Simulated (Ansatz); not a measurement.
# I2Mg (triplet): what the fields show

Input file:

```
crystal:
  periodic: [false, false, false]
  atoms:
    - {symbol: Mg, position_ang: [-0.520575, -1.160441, 0.792453]}
    - {symbol: I, position_ang: [0.855812, 1.254810, 0.982791]}
    - {symbol: I, position_ang: [-0.335237, -0.094379, -1.775244]}
basis:
  gaussian: {orbitals: def2-TZVP, initial_orbitals: start.molden}
magnetization: {spin_polarized: true, initial_magnetization: 2}
hamiltonian: {xc: pbe0, dispersion: d4}
scf: {omitted_lower_state_checks: [starts]}
output: {orbitals: {seedname: orbitals}}
```

Launched as:

```sh
ansatz run in.yaml --threads 4 --pin off --events-out ev --progress --plain --max-ram 3916MiB
```

Geometry: r2SCAN-D4/def2-TZVP; core potentials replace the inner electrons of I.

The calculation used Ansatz 0.2.0, UKS PBE0-D4/def2-TZVP.

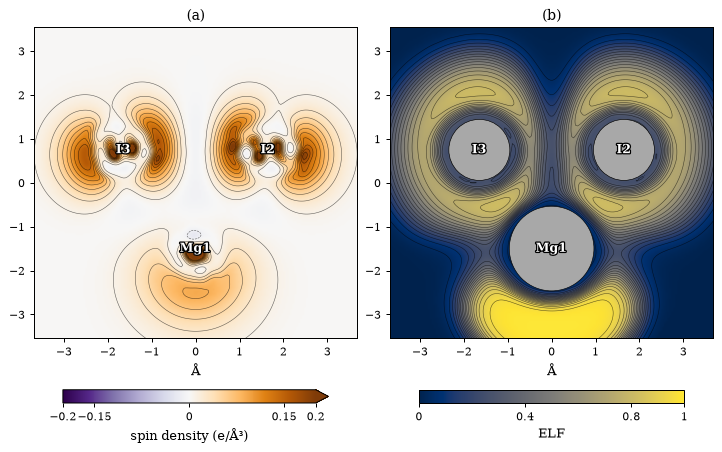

Figure 1. (a) spin density; (b) electron localisation function on the molecular plane. Grey discs cover the atomic cores in the ELF map.

**Describe what can be read from this map.**

- The section cuts through Mg and I sites.
- Mg–I (2.79 Å): the ELF peaks at about 0.80 in the valence shell of I, 1.3 Å from its nucleus, and falls to about 0.05 next to Mg; a largely ionic contact.
- The unpaired spin (2 electrons) lies mostly on Mg1 (about 0.9), I2 (about 0.6) and I3 (about 0.6), in electrons by Hirshfeld's partition.

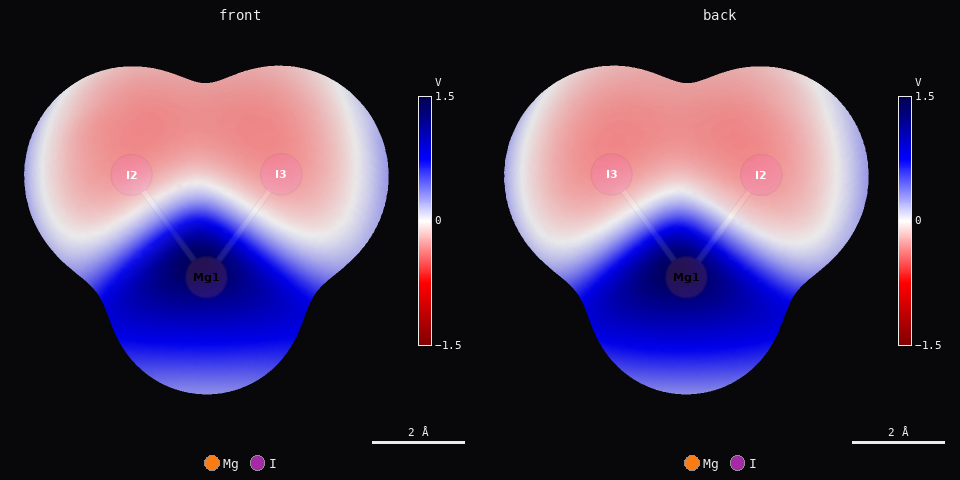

Figure 2. The electrostatic potential painted on the density surface at 0.001 e/bohr³, seen from the front and from behind; the colour scale runs from red (negative) to blue (positive).

**Which sites attract a positive test charge, and which a negative one?**

A positive charge is drawn to the negative regions and a negative charge to the positive ones. The most negative region (about −0.3 V, or −7 kcal/mol for a unit charge) lies over I2 and I3, the most positive (about +1.4 V, or +32 kcal/mol for a unit charge) over Mg1.

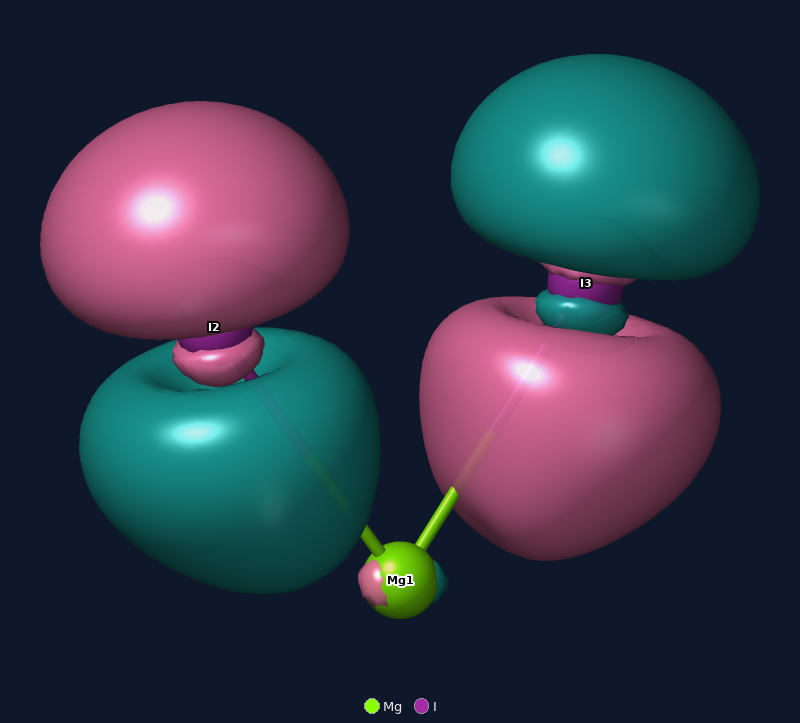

Figure 3. The HOMO−1 (β) at ±0.1 Å⁻³ᐟ² (teal and pink are the two phases), seen at a tilt.

**Describe this orbital and give its energy.**

By Hirshfeld shares it lies mainly on I2 (about 45 %), I3 (about 45 %) and Mg1 (about 10 %); it is symmetric in the molecular plane (an in-plane orbital: σ, lone-pair or in-plane π type); largely a combination of lone pairs on I2 and I3. Its energy is −7.99 eV.
